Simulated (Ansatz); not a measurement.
A computed series for La2O3: pressure series

The reference is La2O3 (space group P-3m1, No. 164).

Space group P-3m1 (No. 164); a = b = 3.940 Å, c = 6.188 Å, α = β = 90.00°, γ = 120.00°

```json
[
 {"atom": "La", "site": "2d", "symmetry": "3m.", "x": "0.3333", "y": "0.6667", "z": "0.2474"},
 {"atom": "O", "site": "1a", "symmetry": "-3m.", "x": "0.0000", "y": "0.0000", "z": "0.0000"},
 {"atom": "O", "site": "2d", "symmetry": "3m.", "x": "0.6667", "y": "0.3333", "z": "0.3547"}
]
```

Cell and atoms are relaxed at each pressure.

Calculations: PBE (Ansatz, a program for electronic structure; PAW; 420 eV plane waves; scalar-relativistic without spin-orbit coupling), earlier PAW set.

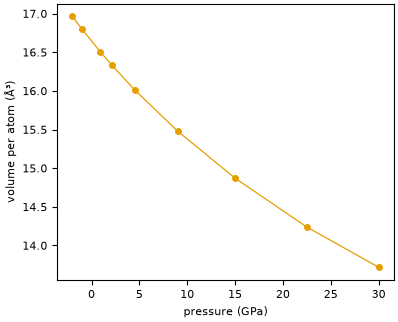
Figure: Volume against pressure

Question: Estimate the zero-pressure bulk modulus from the plot.

Answer: About 110 GPa; a third-order Birch–Murnaghan fit to the points gives V₀ = 16.64 Å³/atom, B₀ = 108 GPa and B₀′ = 3.8.

Load acts through the strain it causes; cell and atoms are relaxed under it. Whether these cells are dynamically stable was not tested. Competing high-pressure phases were not computed.
